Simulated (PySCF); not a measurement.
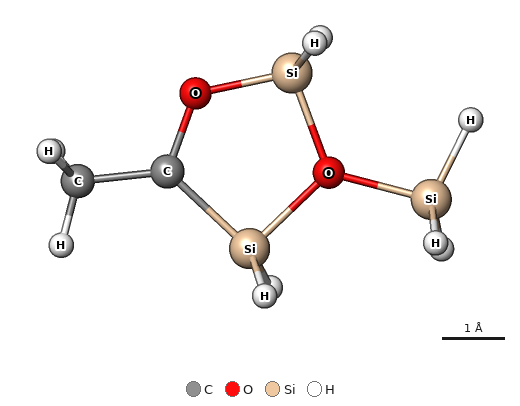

The input geometry (ball-and-stick view, seen on its broad side).

# Run report: C2H10O2Si3 (charge +1), EPR calculation

C2H10O2Si3, charge +1, multiplicity 2, computed with UKS B3LYP, pcH-1 on C H O Si, non-relativistic, mean-field spin-orbit, GIAO (PySCF 2.14.0).

It belongs to a series of runs on one base structure; here: electron removed.

### The input
```
{"job": {"kind": "epr", "basis": "pcH-1"}, "charge": 1, "multiplicity": 2}
C     -2.961931     0.606212    -0.224245
C     -1.490586     0.542706    -0.135724
O     -0.834678     1.727165    -0.256605
Si    -0.363233    -0.894704     0.113819
O      1.111545     0.133742     0.077119
Si     0.775676     1.820708    -0.180235
Si     2.694937    -0.535407     0.308449
H     -3.273248     0.996263    -1.196045
H     -3.361210     1.298913     0.519525
H     -3.395078    -0.376907    -0.076010
H     -0.264582    -1.482140     1.442916
H     -0.109096    -1.785240    -1.010861
H      1.342826     2.097992    -1.481892
H      1.197587     2.460872     1.046201
H      2.630368    -1.025170     1.675672
H      3.540313     0.626984     0.098294
H      2.753392    -1.550498    -0.730288
```

The first line tells a small driver script what to run in PySCF; the rest is the geometry in Å.

Machine: 1 CPU thread, shared host.

Launched with:
```bash
OMP_NUM_THREADS=1 python <driver script> task.json out
```

### The program's output
```
UKS, coarse grid
  cycle   1  E = -1100.85571185  |g| = 6.81e-01
  cycle   2  E = -1100.59915467  |g| = 1.08e+00
  cycle   3  E = -1101.00024373  |g| = 1.37e-01
  cycle   4  E = -1101.00695149  |g| = 4.61e-02
  cycle   5  E = -1101.00761263  |g| = 1.98e-02
  cycle   6  E = -1101.00774730  |g| = 4.86e-03
  cycle   7  E = -1101.00775868  |g| = 1.49e-03
  cycle   8  E = -1101.00775984  |g| = 3.98e-04
UKS, final grid
  cycle   1  E = -1101.00780496  |g| = 4.57e-04
  cycle   2  E = -1101.00780485  |g| = 7.24e-04
  cycle   3  E = -1101.00780506  |g| = 6.51e-05
  cycle   4  E = -1101.00780506  |g| = 3.70e-05
  cycle   5  E = -1101.00780506  |g| = 1.29e-05
E = -1101.00780506 Eh   <S^2> = 0.7536 (exact 0.7500)
g shifts (ppm)      1          2          3
  rmc          -169       -169       -169
  gc            -10         28         28
  oz_so         169       1348       2050
  total         -10       1208       1909
hyperfine (MHz)  atom isotope    a_iso     a_fc   dipolar eigenvalues
    0   13C     -29.17     -29.19     -2.42      0.91      1.51
    1   13C      79.88      79.95    -73.28    -71.19    144.47
    2   17O     -13.88     -13.91    -50.92     25.17     25.75
    3  29Si      55.65      55.71     -3.43     -1.16      4.59
    4   17O       1.62       1.62     -0.45     -0.05      0.50
    5  29Si       5.27       5.27     -0.76     -0.20      0.96
    6  29Si       0.70       0.70     -0.22      0.08      0.14
    7    1H     112.02     112.02     -4.84     -3.41      8.25
    8    1H     102.24     102.24     -4.79     -3.41      8.20
    9    1H       0.51       0.50     -4.60     -3.64      8.24
   10    1H      48.76      48.76     -3.42     -1.87      5.29
   11    1H      50.99      50.99     -3.43     -1.83      5.27
   12    1H       5.94       5.94     -1.91     -1.83      3.74
   13    1H       5.54       5.54     -1.91     -1.84      3.74
   14    1H       0.29       0.29     -0.72     -0.64      1.37
   15    1H      -0.37      -0.37     -0.59     -0.57      1.16
   16    1H       0.11       0.11     -0.72     -0.65      1.37
```

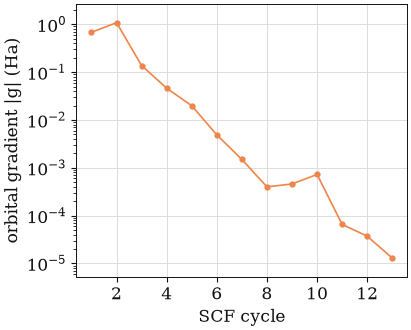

Convergence of the self-consistent field: orbital gradient |g| against the SCF cycle. All cycles printed in the log are drawn one after another.

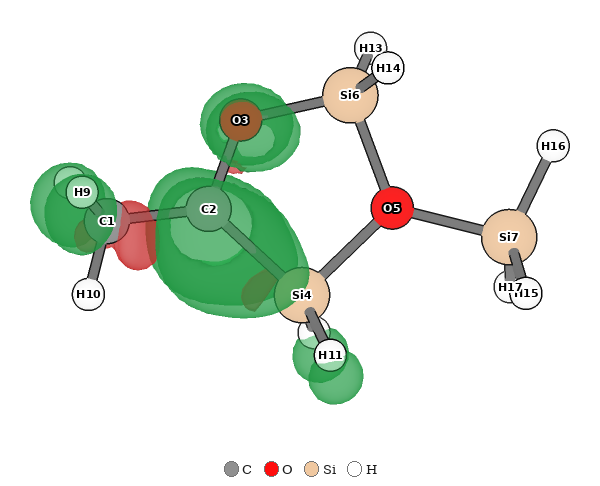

Isosurfaces of the spin density (α minus β) at +0.015 (green) and −0.015 e/Å³ (red), seen face on. The unpaired spin (1 electron) lies mostly on C2 (about 0.5), Si4 (about 0.2) and O3 (about 0.1), in electrons by Hirshfeld's partition.

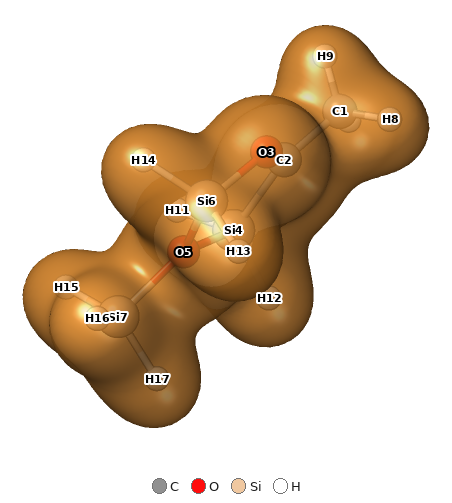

Isosurface of the electron density at 0.1 e/Å³ (orange), seen at an oblique angle. At this value the surface is in one piece. On the grid the lowest density along these lines, outside the cores, is 2 e/Å³ (C–O, 1.36 Å), 1.4 e/Å³ (C–C, 1.48 Å), 0.78 e/Å³ (Si–O, 1.61 Å) and 1 e/Å³ (C–Si, 1.84 Å).

### Results in brief

- outcome: converged
- total energy: −1101.007805 hartree
- ⟨S²⟩: 0.754
- isotropic g: 2.0034
- wall time: 2 min
- peak memory: 1.1 GiB
